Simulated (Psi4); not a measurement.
**BaF (SMILES [F][Ba]) at UMP2/def2-TZVP (core potential)**

What is the vertical doublet–quartet gap of BaF at UMP2/def2-TZVP (core potential)? 

The calculation is run with Psi4 1.11.

1 further run of the same task is left out (set aside as unsound or not needed).

### 1 The structure to begin with

BaF has 2 atoms, charge 0, and is taken as a doublet. SMILES: `[F][Ba]`. The coordinates come from a PBE0-D4/def2-TZVP relaxation.

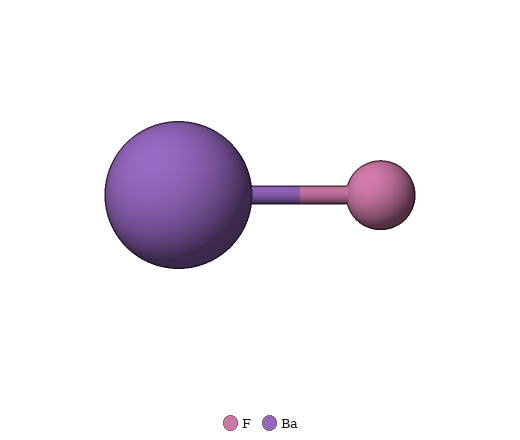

Viewed from a chosen angle; fluorine pink, barium purple.

### 2 A single-point energy at UMP2/def2-TZVP (core potential)

File input.inp:

```
memory 1600 MB

molecule mol {
  0 2
  F
  Ba 1 r2

  r2 = 2.1487
  symmetry c1
  no_reorient
  no_com
}

set reference uhf
set puream true
set e_convergence 1e-09
set d_convergence 1e-08
set scf_type pk
set num_frozen_docc 1
set mp2_type conv
set maxiter 100

energy("mp2/def2-TZVP")
```

Command:

```console
$ psi4 input.inp input.out -n 1
```

input.out:

```text
[...]
    !!!  WARNING: ECP capability is in beta. Please check occupations closely.  !!!
[...]
  Running in c1 symmetry.
[...]
  Nuclear repulsion =   22.165006264392424
[...]
  Multiplicity = 2
[...]
  Nalpha       = 10
  Nbeta        = 9
[...]
    Number of basis functions: 71
[...]
   @UHF iter   1:  -124.55212332921820   -4.05198e-01   7.36095e-03 ADIIS/DIIS
[...]
   @UHF iter  13:  -124.66663102360356   -1.69109e-12   2.70074e-09 DIIS
[...]
   @S^2 Observed:                7.504380151E-01
[...]
    Orbital Energies [Eh]
    ---------------------
    Alpha Occupied:
       1A    -26.171067     2A     -1.603608     3A     -1.444019
       4A     -0.883526     5A     -0.883526     6A     -0.880731
       7A     -0.536961     8A     -0.536961     9A     -0.520035
      10A     -0.164120
    Alpha Virtual:
      11A      0.006688    12A      0.006688    13A      0.024758
      14A      0.053942    15A      0.053942    16A      0.072898
      17A      0.072898    18A      0.079836    19A      0.092638
      20A      0.106693    21A      0.106693    22A      0.158556
      23A      0.169645    24A      0.169645    25A      0.189006
[...]
  @UHF Final Energy:  -124.66663102360356
   => Energetics <=
    Nuclear Repulsion Energy =             22.1650062643924244
    One-Electron Energy =                -226.5893638208623315
    Two-Electron Energy =                  79.7577265328663572
    Total Energy =                       -124.6666310236035571
  UHF NO Occupations:
  HONO-2 :    8  A 1.9999280
  HONO-1 :    9  A 1.9999280
[...]
 Multipole Moments:
 ------------------------------------------------------------------------------------
     Multipole            Electronic (a.u.)      Nuclear  (a.u.)        Total (a.u.)
 ------------------------------------------------------------------------------------
 L = 1.  Multiply by 2.5417464519 to convert [e a0] to [Debye]
 Dipole X            :         -0.0000003            0.0000000           -0.0000003
 Dipole Y            :          0.0000000            0.0000000            0.0000000
 Dipole Z            :         28.1412860          -27.2026835            0.9386025
 Magnitude           :                                                    0.9386025
[...]
	SCS-MP2 Total Energy (a.u.)        :  -125.06976985461777
	SOS-MP2 Total Energy (a.u.)        :  -125.03206380500785
	SCSN-MP2 Total Energy (a.u.)       :  -124.86571896554395
[...]
	SOS-PI-MP2 Total Energy (a.u.)     :  -125.09296926857523
[...]
	MP2 Total Energy (a.u.)            :  -125.08427649027023
[...]
```

It took 6 s on 1 thread of AMD EPYC 7R43 (Zen 3), shared host; peak memory 0.3 GiB.

### 3 The quartet at the same level

File baf.py:

```python
import psi4

psi4.set_memory('1600 MB')
psi4.set_num_threads(1)
psi4.set_output_file('baf.out', False)

m = psi4.geometry("""
0 4
F      0.00000000     0.00000000    -0.15909604
Ba     0.00000000     0.00000000     3.90135848
units au
symmetry c1
no_reorient
no_com
""")

options = {'basis': 'def2-TZVP', 'reference': 'uhf', 'puream': True, 'e_convergence': 1e-09, 'd_convergence': 1e-08, 'scf_type': 'pk', 'num_frozen_docc': 1, 'mp2_type': 'conv', 'maxiter': 100}
psi4.set_options(options)

energy_value, wavefunction = psi4.energy("mp2", molecule=m, return_wfn=True)
print('E =', round(energy_value, 9))
```

Command:

```console
$ python baf.py
```

baf.out:

```text
[...]
    !!!  WARNING: ECP capability is in beta. Please check occupations closely.  !!!
[...]
  Running in c1 symmetry.
[...]
  Nuclear repulsion =   22.165006295896159
[...]
  Multiplicity = 4
[...]
  Nalpha       = 11
  Nbeta        = 8
[...]
    Number of basis functions: 71
[...]
   @UHF iter   1:  -124.30471250876379   -1.57987e-01   3.87769e-03 DIIS/ADIIS
[...]
   @UHF iter  17:  -124.41823271124848   -2.54374e-12   4.45141e-09 DIIS
[...]
   @S^2 Observed:                3.755836434E+00
[...]
    Orbital Energies [Eh]
    ---------------------
    Alpha Occupied:
       1A    -26.565766     2A     -1.860022     3A     -1.660438
       4A     -1.090000     5A     -0.956307     6A     -0.954607
       7A     -0.884395     8A     -0.882620     9A     -0.866216
      10A     -0.207185    11A     -0.130766
    Alpha Virtual:
      12A      0.000905    13A      0.007190    14A      0.025340
      15A      0.026708    16A      0.034678    17A      0.044519
      18A      0.051204    19A      0.078011    20A      0.079366
      21A      0.084452    22A      0.101926    23A      0.140706
      24A      0.144014    25A      0.148378    26A      0.148962
[...]
  @UHF Final Energy:  -124.41823271124848
   => Energetics <=
    Nuclear Repulsion Energy =             22.1650062958961591
    One-Electron Energy =                -222.7863106787874017
    Two-Electron Energy =                  76.2030716716427747
    Total Energy =                       -124.4182327112484785
  UHF NO Occupations:
  HONO-2 :    9  A 1.0000000
  HONO-1 :   10  A 1.0000000
[...]
 Multipole Moments:
 ------------------------------------------------------------------------------------
     Multipole            Electronic (a.u.)      Nuclear  (a.u.)        Total (a.u.)
 ------------------------------------------------------------------------------------
 L = 1.  Multiply by 2.5417464519 to convert [e a0] to [Debye]
 Dipole X            :         -0.0000048            0.0000000           -0.0000048
 Dipole Y            :          0.0000078            0.0000000            0.0000078
 Dipole Z            :        -39.0007329           37.5817204           -1.4190124
 Magnitude           :                                                    1.4190124
[...]
	SCS-MP2 Total Energy (a.u.)        :  -124.75262727674873
	SOS-MP2 Total Energy (a.u.)        :  -124.72265016276691
	SCSN-MP2 Total Energy (a.u.)       :  -124.57651187307253
[...]
	SOS-PI-MP2 Total Energy (a.u.)     :  -124.77338640468665
[...]
	MP2 Total Energy (a.u.)            :  -124.76184526279265
[...]
```

Standard output:

```text
E = -124.761845263
```

Wall time 5.7 s (1 thread of AMD EPYC 7R43 (Zen 3), shared host); peak memory 0.3 GiB.

### 4 What came out

At UMP2/def2-TZVP (core potential), 1 core orbital frozen:

```
                                                           quantity          value
                                              doublet: total energy  -125.08428 Eh
doublet: HOMO energy (Hartree–Fock orbitals) (highest over α and β)       -4.47 eV
 doublet: LUMO energy (Hartree–Fock orbitals) (lowest over α and β)        0.16 eV
                doublet: correlation energy (1 core orbital frozen)     -417.6 mEh
                         doublet: ⟨S²⟩ of the reference determinant          0.750
                                              quartet: total energy  -124.76185 Eh
quartet: HOMO energy (Hartree–Fock orbitals) (highest over α and β)       -3.56 eV
 quartet: LUMO energy (Hartree–Fock orbitals) (lowest over α and β)       -3.33 eV
                quartet: correlation energy (1 core orbital frozen)     -343.6 mEh
                         quartet: ⟨S²⟩ of the reference determinant          3.756
                   vertical energy of the quartet above the doublet       8.774 eV
```

At this shape the quartet lies 8.77 eV (847 kJ/mol) above the doublet.
